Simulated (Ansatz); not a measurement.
## Profile along the B–N line in BN (h-BN type, space group P6_3/mmc)

BN (h-BN type, space group P6_3/mmc)

```cif
data_B2N2
_chemical_formula_sum 'B2 N2'
_space_group_name_H-M_alt 'P 1'
_space_group_IT_number 1
_cell_length_a 2.50643
_cell_length_b 2.50643
_cell_length_c 6.61383
_cell_angle_alpha 90.000
_cell_angle_beta 90.000
_cell_angle_gamma 120.000
loop_
_space_group_symop_operation_xyz
  'x, y, z'
loop_
_atom_site_label
_atom_site_type_symbol
_atom_site_fract_x
_atom_site_fract_y
_atom_site_fract_z
_atom_site_occupancy
B1 B 0.33333 0.66667 0.25000 1
B2 B 0.66667 0.33333 0.75000 1
N1 N 0.33333 0.66667 0.75000 1
N2 N 0.66667 0.33333 0.25000 1
```

Fields along a shortest B–N line of a (0001) plane (1.45 Å), from B to N, interpolated on the slice's grid (step about 0.2 Å). These are PBE-D3(BJ) (plane waves to 420 eV, PAW, scalar-relativistic; Ansatz, a first-principles code) values and carry that method's errors. k mesh 15×15×5. These are valence fields of a PAW run, semicore shells included where kept as valence: close to a nucleus they are smooth pseudo fields. BN was relaxed with its symmetry unable to fall.

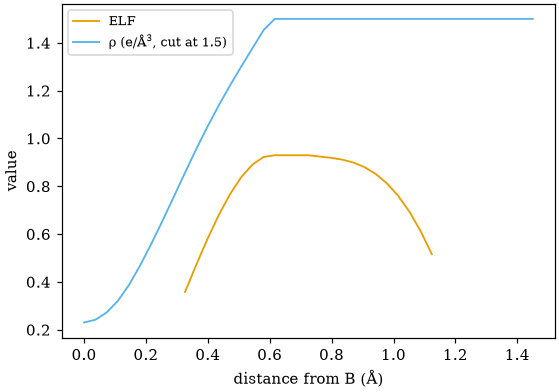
*ELF (away from the nuclei) and valence density from B to N.*

Density on the B–N line (1.45 Å) at its midpoint: 1.81 e/Å³. ELF at that point: 0.93. ELF maximum in the middle third of the B–N line: 0.93, 0.7 Å from B.
